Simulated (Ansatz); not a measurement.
# Zr(0001) with 2 thermally displaced layers, 2x2: scattering by thermal displacements

Wanted: the phonon-limited resistivity of Zr at 800 K by the Landauer route.

Main program and level: Ansatz 0.2.0; Ansatz plane-wave DFT, PBE, PAW files; ballistic transport by layer matching (Landauer), zero bias; PAW set soft_1.

## 1. The starting structure

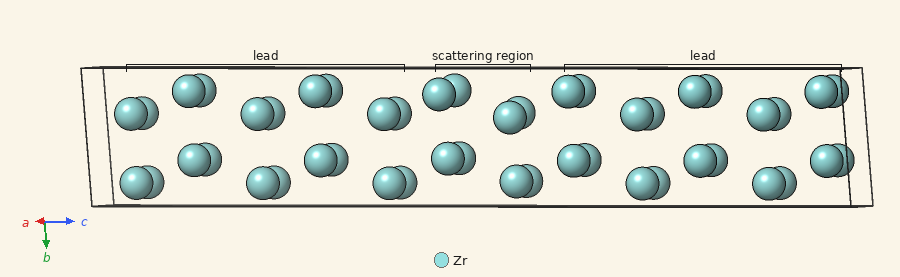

The cell as given, from the side, with the c axis across the page (zirconium light teal).

The cell holds 48 atoms: 48 Zr. Its edges and angles: a = 6.464 Å, b = 6.464 Å, c = 30.882 Å, α = 90.0°, β = 90.0°, γ = 120.0°. It derives from Zr. Regions: lead, 40 atoms (40 Zr); scattering region, 8 atoms (8 Zr). The structure is stacked along c, and the current runs across the ab planes.

## 2. With 2 displaced layers

Each atom of 2 layers is moved at random, by amounts drawn from a normal law 0.123 Å wide in each direction from the Debye model (291 K) at 800 K. The layers about the cell's end stay perfect and serve as the lead. Disorder leaves little or no symmetry, which makes such runs dear. Energies from -0.05 to 0.05 eV in steps of 0.05 eV are too few for the program's thermal sum, so it prints no conductance; for a metal the transmission near the Fermi level serves, at a fraction of the cost.

Input file input.yaml:

```yaml
crystal:
  lattice:
    - [6.464, 0.0, 0.0]
    - [-3.232, 5.5979882101, 0.0]
    - [0.0, 0.0, 30.882]
  atoms:
    - { symbol: Zr, position: [0.1666666667, 0.3333333333, 0.0416666667] }
    - { symbol: Zr, position: [0.1666666667, 0.8333333333, 0.0416666667] }
    - { symbol: Zr, position: [0.6666666667, 0.3333333333, 0.0416666667] }
    - { symbol: Zr, position: [0.6666666667, 0.8333333333, 0.0416666667] }
    - { symbol: Zr, position: [0.3333333333, 0.1666666667, 0.125] }
    - { symbol: Zr, position: [0.3333333333, 0.6666666667, 0.125] }
    - { symbol: Zr, position: [0.8333333333, 0.1666666667, 0.125] }
    - { symbol: Zr, position: [0.8333333333, 0.6666666667, 0.125] }
    - { symbol: Zr, position: [0.1666666667, 0.3333333333, 0.2083333333] }
    - { symbol: Zr, position: [0.1666666667, 0.8333333333, 0.2083333333] }
    - { symbol: Zr, position: [0.6666666667, 0.3333333333, 0.2083333333] }
    - { symbol: Zr, position: [0.6666666667, 0.8333333333, 0.2083333333] }
    - { symbol: Zr, position: [0.3333333333, 0.1666666667, 0.2916666667] }
    - { symbol: Zr, position: [0.3333333333, 0.6666666667, 0.2916666667] }
    - { symbol: Zr, position: [0.8333333333, 0.1666666667, 0.2916666667] }
    - { symbol: Zr, position: [0.8333333333, 0.6666666667, 0.2916666667] }
    - { symbol: Zr, position: [0.1666666667, 0.3333333333, 0.375] }
    - { symbol: Zr, position: [0.1666666667, 0.8333333333, 0.375] }
    - { symbol: Zr, position: [0.6666666667, 0.3333333333, 0.375] }
    - { symbol: Zr, position: [0.6666666667, 0.8333333333, 0.375] }
    - { symbol: Zr, position: [0.3342743791, 0.1637643171, 0.4608838264] }
    - { symbol: Zr, position: [0.3294448879, 0.6548979874, 0.4597733912] }
    - { symbol: Zr, position: [0.8685477457, 0.1874740763, 0.4555306969] }
    - { symbol: Zr, position: [0.8024099621, 0.6529732998, 0.4584979147] }
    - { symbol: Zr, position: [0.1200257689, 0.328526471, 0.536704807] }
    - { symbol: Zr, position: [0.1467554006, 0.82137594, 0.5404069964] }
    - { symbol: Zr, position: [0.6859506345, 0.3562373971, 0.5411547754] }
    - { symbol: Zr, position: [0.6853586639, 0.8187189776, 0.543066561] }
    - { symbol: Zr, position: [0.3333333333, 0.1666666667, 0.625] }
    - { symbol: Zr, position: [0.3333333333, 0.6666666667, 0.625] }
    - { symbol: Zr, position: [0.8333333333, 0.1666666667, 0.625] }
    - { symbol: Zr, position: [0.8333333333, 0.6666666667, 0.625] }
    - { symbol: Zr, position: [0.1666666667, 0.3333333333, 0.7083333333] }
    - { symbol: Zr, position: [0.1666666667, 0.8333333333, 0.7083333333] }
    - { symbol: Zr, position: [0.6666666667, 0.3333333333, 0.7083333333] }
    - { symbol: Zr, position: [0.6666666667, 0.8333333333, 0.7083333333] }
    - { symbol: Zr, position: [0.3333333333, 0.1666666667, 0.7916666667] }
    - { symbol: Zr, position: [0.3333333333, 0.6666666667, 0.7916666667] }
    - { symbol: Zr, position: [0.8333333333, 0.1666666667, 0.7916666667] }
    - { symbol: Zr, position: [0.8333333333, 0.6666666667, 0.7916666667] }
    - { symbol: Zr, position: [0.1666666667, 0.3333333333, 0.875] }
    - { symbol: Zr, position: [0.1666666667, 0.8333333333, 0.875] }
    - { symbol: Zr, position: [0.6666666667, 0.3333333333, 0.875] }
    - { symbol: Zr, position: [0.6666666667, 0.8333333333, 0.875] }
    - { symbol: Zr, position: [0.3333333333, 0.1666666667, 0.9583333333] }
    - { symbol: Zr, position: [0.3333333333, 0.6666666667, 0.9583333333] }
    - { symbol: Zr, position: [0.8333333333, 0.1666666667, 0.9583333333] }
    - { symbol: Zr, position: [0.8333333333, 0.6666666667, 0.9583333333] }
kpoints:
  mp_grid: { grid: [4, 4, 1] }
hamiltonian:
  xc: pbe
  pseudopotentials: { kind: paw, azcp: { folder: soft_1 } }
scf:
  occupations: { method: fermi_dirac, width: 0.1 }
output:
  transmission: { leads: [[0, 8]], kmesh: [8, 8], e_range: [-0.05, 0.05], de: 0.05 }
  write_potential: true
  write_density: true
  volumetric_format: npy
  elf: true
```

Started as:

```bash
> ansatz run input.yaml --threads 4 --pin off --max-ram 15360MiB --backend cpu --events-out ev --progress --plain --runs-dir out
```

Numbers of over 12 decimals in the logs are rounded to 6 here.

What it wrote:

```text
Engine: ansatz 0.2.0, aarch64-unknown-linux-gnu
Pseudopotentials: kind: paw
Pseudopotential: Zr, paw, valence charge 12, recommended cutoff 420 eV (normal), soft_1/Zr.paw.azcp
Functional definition: PBE
  parameter kappa = 0.804
  parameter beta = 0.066725
  exchange = pbe_x(kappa = kappa, mu = beta*pi^2/3)
  correlation = pbe_c(beta = beta)
Crystal: 48 atoms, lattice volume = 1117.477 Å³
Basis set: ecut = 420 eV, 21835 PW (Γ)
Bands: 346, of which v1, the nominal top of the filled ones, is band 288 counted from 1 (287 counted from 0)
Symmetry: 1 space group operations
Space group: P1 (ITA 1), of the structure as read, at distance tolerance 1.0e-4 Å
k-points: 10 of 16 (time reversal used)
Non-local potential: Zr, projectors of the file, l = 0: 3, l = 1: 2, l = 2: 2, l = 3: 1
PAW form: soft (Blöchl's): semilocal exchange-correlation on the pseudo side does not see the compensation charge
PAW one-centre angular grid: Zr, 590 points (default); XC on 64 Gauss nodes
Initial density: superposition of atomic densities (chi_scale 0.1, normalization cell)
Initial wavefunctions: pseudopotential atomic-orbital guess
Functional: x = pbe(κ = 0.804, μ = 0.219515), c = pbe(β = 0.066725)
SCF iter   1: F=—  HF=-200829.671071 eV  |F-HF|=—  |Δ(HF+E_count)|=         —  Δρ=2.95e-2  dr2=2.29e1  ethr=3.10e-3  ⟨swp⟩=5.5  Hψ=13253  notcnv=0
preconditioner: auto → Kerker (q_TF=auto, 2.443 Å⁻¹)  [metal: Δε(μ)=0.005 eV  Ē_g=2.597 eV  σ=0.100 eV  W_gap=0.01  n_scr=294 (ndim 8)  ℏωp=15.4 eV  f_vac=0.000  D(μ)=46.00/eV (n_scr^D=380)]
SCF iter   2: F=—  HF=-200826.483987 eV  |F-HF|=—  |Δ(HF+E_count)|=    3.19e0  Δρ=1.77e-2  dr2=4.81e0  ethr=3.10e-3  ⟨swp⟩=2.0  Hψ=4202  notcnv=0
SCF iter   3: F=—  HF=-200825.210776 eV  |F-HF|=—  |Δ(HF+E_count)|=    1.27e0  Δρ=5.40e-3  dr2=7.96e-1  ethr=8.35e-4  ⟨swp⟩=2.4  Hψ=5036  notcnv=0
SCF iter   4: F=—  HF=-200825.135645 eV  |F-HF|=—  |Δ(HF+E_count)|=   7.51e-2  Δρ=1.10e-3  dr2=5.63e-2  ethr=1.38e-4  ⟨swp⟩=2.7  Hψ=5304  notcnv=0
SCF iter   5: F=—  HF=-200825.132942 eV  |F-HF|=—  |Δ(HF+E_count)|=   2.70e-3  Δρ=3.86e-4  dr2=5.41e-3  ethr=9.78e-6  ⟨swp⟩=2.0  Hψ=5919  notcnv=0
SCF iter   6: F=—  HF=-200825.132514 eV  |F-HF|=—  |Δ(HF+E_count)|=   4.28e-4  Δρ=1.16e-4  dr2=2.39e-4  ethr=9.40e-7  ⟨swp⟩=2.1  Hψ=6249  notcnv=0
SCF iter   7: F=—  HF=-200825.132500 eV  |F-HF|=—  |Δ(HF+E_count)|=   1.39e-5  Δρ=3.85e-5  dr2=7.32e-5  ethr=4.16e-8  ⟨swp⟩=2.2  Hψ=5264  notcnv=0
SCF iter   8: F=—  HF=-200825.132619 eV  |F-HF|=—  |Δ(HF+E_count)|=   1.19e-4  Δρ=1.18e-5  dr2=4.94e-6  ethr=1.27e-8  ⟨swp⟩=2.0  Hψ=4230  notcnv=0
SCF iter   9: F=—  HF=-200825.132619 eV  |F-HF|=—  |Δ(HF+E_count)|=   2.64e-8  Δρ=3.02e-6  dr2=4.26e-7  ethr=8.57e-10  ⟨swp⟩=2.4  Hψ=6210  notcnv=0
SCF iter  10: F=—  HF=-200825.132619 eV  |F-HF|=—  |Δ(HF+E_count)|=   9.26e-9  Δρ=1.67e-6  dr2=2.02e-7  ethr=1.74e-11  ⟨swp⟩=9.8  Hψ=9108  notcnv=0
SCF iter  11: F=-200825.132619 eV  HF=-200825.132619 eV  |F-HF|=1.24e-8  |Δ(HF+E_count)|=   1.20e-8  Δρ=4.16e-7  dr2=1.38e-8  ethr=1.74e-11  ⟨swp⟩=2.0  Hψ=6361  notcnv=0
SCF 1 converged in 11 iterations: F = -200825.132619 eV  dr2 = 1.38e-8
  greatest PAW one-centre occupation: 0.997 electrons in one spin orbital (limit 2), on the Zr atom at site 24 (counted from 0), in its partial waves of l = 0
transmission: 168 of 1666 steps passed
transmission: 342 of 1666 steps passed
[...]
transmission: 1666 of 1666 steps passed
SCF converged after 11 iterations
Free energy (F): -200825.132619 eV
Harris-Foulkes:  -200825.132619 eV  (|F-HF|=1.24e-8)
Internal energy: -200823.363290 eV  (E = F + TS)
E sigma→0 (E₀):  -200824.247954 eV
Entropy (-TS):   -1.769329 eV (-36.861 meV/atom)
Fermi energy:    13.945986 eV
--- Per-component energies (eV) ---
  E_band       = -4664.276955
  E_kinetic    = 15155.893875
  E_local      = -29121.336044  (includes V_loc(G=0)·N_el)
  E_nonlocal   = 3605.959300
  E_hartree    = 9492.224934
  E_xc         = -7418.124274
  E_vxc        = -8765.105311  (∫ρ·V_xc dr)
  E_paw        = -142267.068070  (= ΣΔE_a)
  E_vpaw       = -4524.138627  (= ΣTr[D̂ρ^β])
  E_aug_tail   = -0.001206  (compensation charges beyond the density's cutoff)
  E_ewald      = -50270.911805
  E_smearing   = -1.769329  (= −TS)
  E_closure    = 0.000000  (closes the sum)
  Σ components = -200825.132619   (vs F -200825.132619, Δ=0.00e0)
--- Band table (eV; the first three rows and the last of 10) ---
  k-point 0: bands = [... 284 lower, 14.5159, 14.5581, 14.5851, 14.6266, 14.6392, 14.6473, 14.6580, 14.6610, ... 54 higher]
  k-point 1: bands = [... 284 lower, 14.1135, 14.1266, 14.1388, 14.1526, 14.1859, 14.2069, 14.2094, 14.2798, ... 54 higher]
  k-point 2: bands = [... 284 lower, 13.5847, 13.5904, 13.6650, 13.7129, 13.8125, 13.8500, 13.8858, 13.8964, ... 54 higher]
  k-point 9: bands = [... 284 lower, 13.5775, 13.5945, 13.6464, 13.7092, 13.8466, 13.8577, 13.8963, 13.9025, ... 54 higher]
--- Transmission ---
  basis      : 313 plane waves across, 49 finite elements along
  points     : 34, standing for a mesh of 8 x 8
  energies   : 3 from -0.050000 to 0.050000 eV about the Fermi level, 0.050000 eV apart; the leads are filled to 0.000000 eV, and channels, transmission and decay are at 0.000000 eV
  crystal 0  : Zr8, at the sites [0, 8], period 5.1470 Å, over 25.74 Å; its Hamiltonian steps by up to 18.7 meV
    offset         : up to 0.0000 Å between an atom of the period and one for which it stands
    channels       : 2.625000e0 a spin
    conductance    : none, the energies end too early or step too widely for 300 K: set another output.transmission.e_range or a lower de, or, where they end at an eighth of basis.ecutwfc, a higher one
    slowest decay  : 0.0512 /Å at (0.0000, 0.0000)
  junction   : crystal 0 to crystal 0, 0.70 to 26.43 Å
    transmission   : 1.767089e0 a spin
    conductance    : none, the energies end too early or step too widely for 300 K: set another output.transmission.e_range or a lower de, or, where they end at an eighth of basis.ecutwfc, a higher one
```

Wall time 17 min (4 threads of Arm Neoverse V1, shared host); peak memory 7.3 GiB.

This step gave:

| Item | Value |
| --- | --- |
| free energy | -200825.1326 eV |
| energy at zero smearing | -200824.2480 eV |
| Fermi energy | 13.95 eV |
| cell area | 36.19 Å² |
| transmission at the energy nearest the Fermi level, one spin | 1.767 |
| channels at the energy nearest the Fermi level, one spin | 2.625 |
| step of the lead's Hamiltonian | 18.7 meV |

Per spin. Transmission, zone mean against energy, zero at the Fermi level:

```csv
energy (eV),"transmission, zone mean"
-0.0500,2.00
0.0000,1.77
0.0500,1.90
```

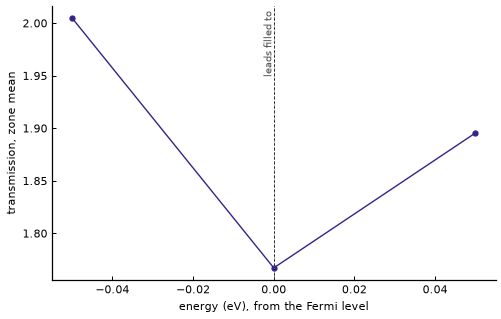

Transmission, zone mean against energy.

Per spin. Table of open channels, zone mean, lead by energy, zero at the Fermi level:

```csv
energy (eV),"open channels, zone mean, lead"
-0.0500,2.81
0.0000,2.62
0.0500,2.84
```

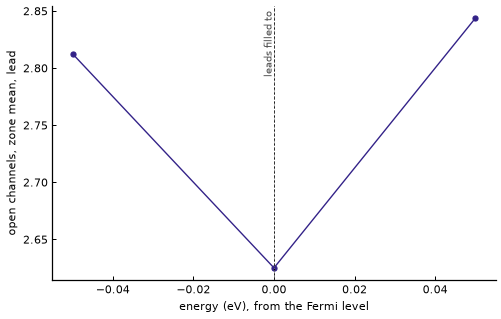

Open channels, zone mean, lead, plotted against energy.

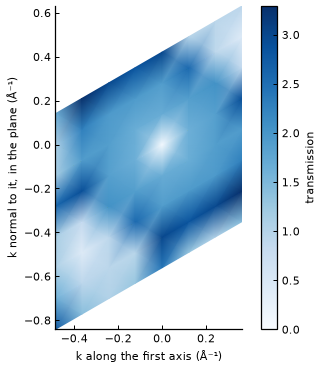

Transmission over k1 and k2. At 0.0000 eV from the Fermi level.

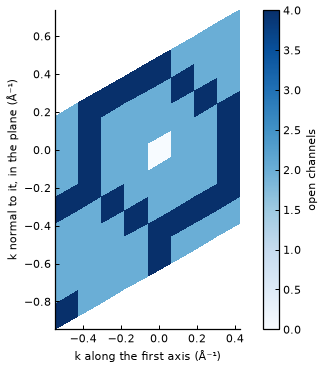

Open channels over k1 and k2. At 0.0000 eV from the Fermi level.

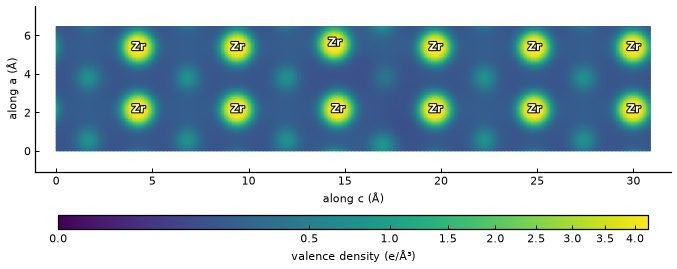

Valence density in the ca plane at fractional y = 0.164, with atoms of Zr within 0.2 Å of it. It is the smooth field of the valence electrons, not physical close to the nuclei. The colour scale is stretched toward low values.

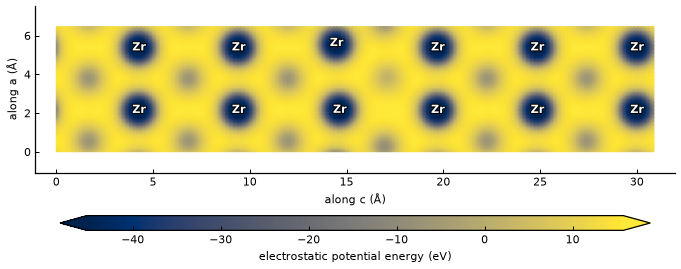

Electrostatic potential energy in the ca plane at fractional y = 0.164, with atoms of Zr within 0.2 Å of it. With pseudopotentials it is smooth inside the atoms' cores, unlike the true potential.

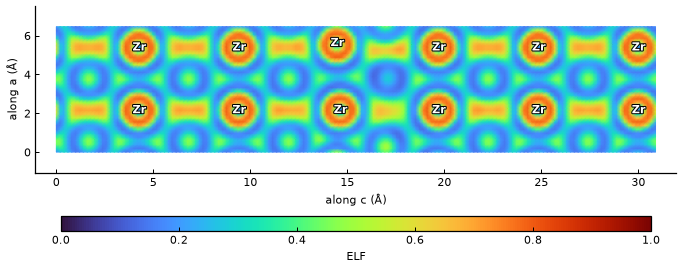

ELF in the ca plane at fractional y = 0.164, with atoms of Zr within 0.2 Å of it. It is the smooth field of the valence electrons, not physical close to the nuclei.

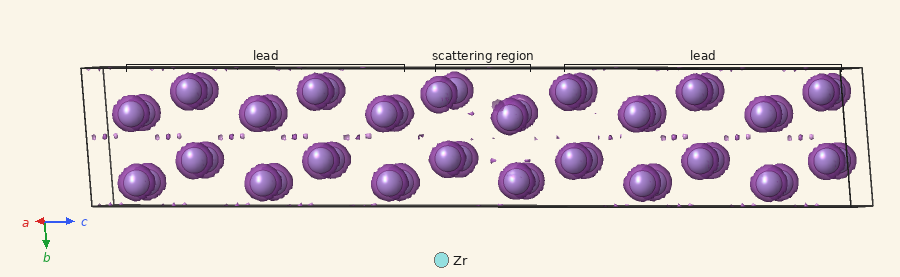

Surface of ELF = 0.72.

Over the solved energies the transmission per spin lies between 1.77 and 2.00, out of 2.76 channels of the lead on average (up to 2.84).

[end of part 1 of 2]

[Logs are printed without paths, hosts, clocks, repeated set-up lines and the standing remarks that a program may print on its own settings, such as how far it seeks lower states.]

[Hosts, paths, dates, database ids (printed as entryN), source tags and the programs' standing remarks are cut or masked in the printed files.]
